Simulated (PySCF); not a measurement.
# SiH2SCl (SMILES S[SiH]Cl) at 3 levels

Aim: a comparison of 3 runs (UCCSDT/STO-3G, UCISD/STO-3G, UCCSD(T)/STO-3G) of SiH2SCl. Input form: a Python script.

The results are computed with PySCF 2.14.0.

2 further runs of the same task are left out: 2 set aside as unsound or not needed.

### 1 The structure to begin with

SiH2SCl has 5 atoms, charge 0, and is taken as a doublet. As SMILES, `S[SiH]Cl`. Geometry: relaxed at PBE0-D4/def2-TZVP. This is one conformer, not always the lowest.

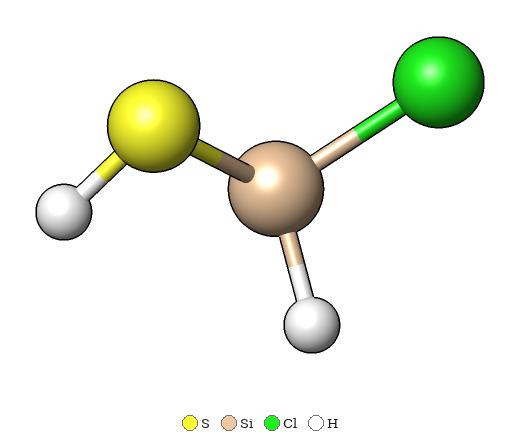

Viewed from a chosen angle; sulfur yellow, silicon light orange, chlorine green, hydrogen white.

### 2 A single-point energy at UCCSDT/STO-3G (run 1)

Contents of start.xyz:

```xyz
5
ClH2SSi
S     -1.489500     0.144700    -0.110400
Si     0.633500     0.085900    -0.296400
Cl     1.324100     1.826800     0.545500
H     -1.633000    -1.077000    -0.655900
H      1.214800    -1.053900     0.475800
```

Contents of calc.py:

```python
from pyscf import gto, cc

mol = gto.M(
    atom='start.xyz',
    charge=0,
    basis='sto-3g',
    max_memory=1860,
    spin=1,
    verbose=3,
)

calc0 = mol.UHF()
calc0.conv_tol = 1e-10
calc0.kernel()
if not calc0.converged:
    calc0 = calc0.newton().run(calc0.mo_coeff, calc0.mo_occ)

mycc = cc.CCSDT(calc0, frozen=15)
mycc.kernel()
etot = mycc.e_tot
print('E(%s) = %.9f' % ('CCSDT', etot))
```

Run with:

```bash
OMP_NUM_THREADS=1 python calc.py
```

Log:

```text
converged SCF energy = -1134.54819962488  <S^2> = 0.7538859  2S+1 = 2.0038821
_make_eris_incore_UCCSDT

WARN: A large `blksize_v_aaa` is being used, which may cause large memory consumption
      for storing contraction intermediates. If memory is sufficient, consider using
      `pyscf.cc.uccsdt_highm.UCCSDT` instead.

WARN: A large `blksize_v_aab` is being used, which may cause large memory consumption
      for storing contraction intermediates. If memory is sufficient, consider using
      `pyscf.cc.uccsdt_highm.UCCSDT` instead.

UCCSDT converged
E(UCCSDT) = -1134.627088032672   E_corr = -0.07888840779317322
E_corr(same-spin) = -0.00592603742881524
E_corr(oppo-spin) = -0.072962370364358
E(CCSDT) = -1134.627088033
```

It took 2.5 s on 1 thread of Arm Neoverse V2, shared host; peak memory 0.13 GiB.

### 3 A single-point energy at UCISD/STO-3G (run 2)

Contents of input.py:

```python
# S[SiH]Cl
from pyscf import gto, ci

mol = gto.M(
    atom='''
S       -1.489500       0.144700      -0.110400
Si       0.633500       0.085900      -0.296400
Cl       1.324100       1.826800       0.545500
H       -1.633000      -1.077000      -0.655900
H        1.214800      -1.053900       0.475800
''',
    spin=1,
    max_memory=1860,
    basis='sto-3g',
    verbose=4,
    charge=0,
)

hf = mol.UHF()
hf.conv_tol = 1e-10
hf.kernel()
if not hf.converged:
    hf = hf.newton().run(hf.mo_coeff, hf.mo_occ)

cisd = ci.CISD(hf, frozen=15)
cisd.kernel()
etot = cisd.e_tot
print('Final energy', etot)
```

Run with:

```bash
OMP_NUM_THREADS=1 python input.py
```

Log:

```text
PySCF version 2.14.0

[... 89 lines left out ...]
converged SCF energy = -1134.54819962488  <S^2> = 0.7538859  2S+1 = 2.0038821
[... 1 line left out ...]
******** <class 'pyscf.ci.ucisd.UCISD'> ********
CISD nocc = (np.int64(10), np.int64(9)), nmo = (14, 14)
frozen orbitals 15
max_cycle = 50
direct = 0
conv_tol = 1e-09
max_cycle = 50
max_space = 12
lindep = 0
nroots = 1
Init t2, MP2 energy = -0.0548428167113447
UCISD converged
E(UCISD) = -1134.62239020473  E_corr = -0.07419057985034039
Final energy -1134.6223902047298
```

Run time: 0.72 s. Hardware: 1 thread of Arm Neoverse V2, shared host; peak memory 0.12 GiB.

### 4 The energy at UCCSD(T)/STO-3G (run 3)

Contents of input.xyz:

```xyz
5
ClH2SSi
S     -1.489500     0.144700    -0.110400
Si     0.633500     0.085900    -0.296400
Cl     1.324100     1.826800     0.545500
H     -1.633000    -1.077000    -0.655900
H      1.214800    -1.053900     0.475800
```

Contents of calc.py:

```python
# S[SiH]Cl
from pyscf import gto, cc

mol = gto.M(
    atom='input.xyz',
    max_memory=1860,
    charge=0,
    spin=1,
    basis='sto-3g',
    verbose=3,
)

mf = mol.UHF()
mf.conv_tol = 1e-10
mf.kernel()
if not mf.converged:
    mf = mf.newton().run(mf.mo_coeff, mf.mo_occ)

mycc = cc.CCSD(mf, frozen=15)
mycc.kernel()
e_t = mycc.ccsd_t()
energy = mycc.e_tot + e_t
print('E = %.10f Eh' % energy)
```

Run with:

```bash
OMP_NUM_THREADS=1 python calc.py
```

Log:

```text
converged SCF energy = -1134.54819962488  <S^2> = 0.7538859  2S+1 = 2.0038821
E(UCCSD) = -1134.625347647203  E_corr = -0.07714802232329475
UCCSD(T) correction = -0.00125535790715131
E = -1134.6266030051 Eh
```

It took 0.8 s on 1 thread of Arm Neoverse V2, shared host; peak memory 0.12 GiB.

### 5 All runs side by side

| run | level | energy (Eh) | dipole moment (D) of the reference | HOMO energy (eV) | LUMO energy (eV) | wall time |
| --- | --- | --- | --- | --- | --- | --- |
| 1 | UCCSDT/STO-3G | -1134.627088 | 3.69 | -6.66 | 4.41 | 2.5 s |
| 2 | UCISD/STO-3G | -1134.622390 | 3.69 | -6.66 | 4.41 | 0.72 s |
| 3 | UCCSD(T)/STO-3G | -1134.626603 | 3.69 | -6.66 | 4.41 | 0.8 s |

### 6 What came out

| quantity | value |
| --- | --- |
| run 3: total energy | -1134.62660 Eh |
| run 3: dipole moment (Hartree–Fock density) | 3.69 D |
| run 3: HOMO energy (Hartree–Fock orbitals) (highest over α and β) | -6.66 eV |
| run 3: LUMO energy (Hartree–Fock orbitals) (lowest over α and β) | 4.41 eV |
| run 3: correlation energy (15 core orbitals frozen) | -78.4 mEh |
| run 3: (T) correction | -1.26 mEh |
| run 3: ⟨S²⟩ of the reference determinant | 0.754 |
| run 3: T1 diagnostic | 0.013 |

In runs 1, 2, 3 the basis is minimal, so the values are rough. All runs together took 4.1 s, the longest 2.5 s.
